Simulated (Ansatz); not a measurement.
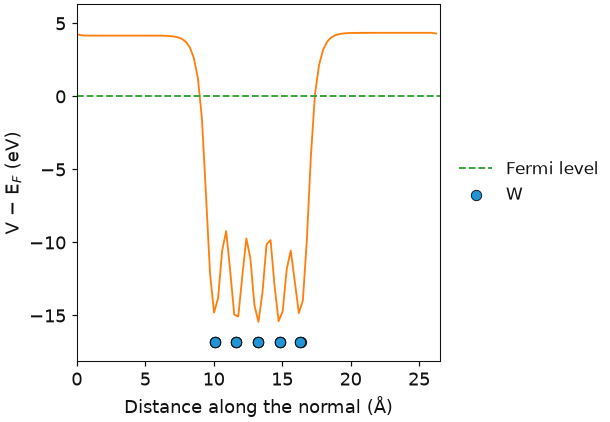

Describe the figure.

Plane-averaged electrostatic potential energy of an electron across the slab; circles at the bottom mark the heights of the atoms. System: a (100) slab cut from W (Im-3m), 20 atoms in the cell, the slab at its places in the relaxed adsorbed structure. Method: DFT PBE+D3(BJ), scalar-relativistic, plane waves, PAW, no spin polarisation, 3×3×1 k mesh, 420 eV cutoff (Ansatz 0.2.0).

The work function is 4.34 eV at the right face and 4.15 eV at the left. The vacuum levels differ by 0.19 eV, so the slab carries a dipole along its normal. The outermost atoms are 6.3 Å apart, which leaves 20.2 Å of vacuum in a cell 26.5 Å high.

The atoms aren't at rest in this cell (largest force 1.3 eV/Å), so the relaxed material can differ. Spin-orbit coupling is left out, which matters for W.
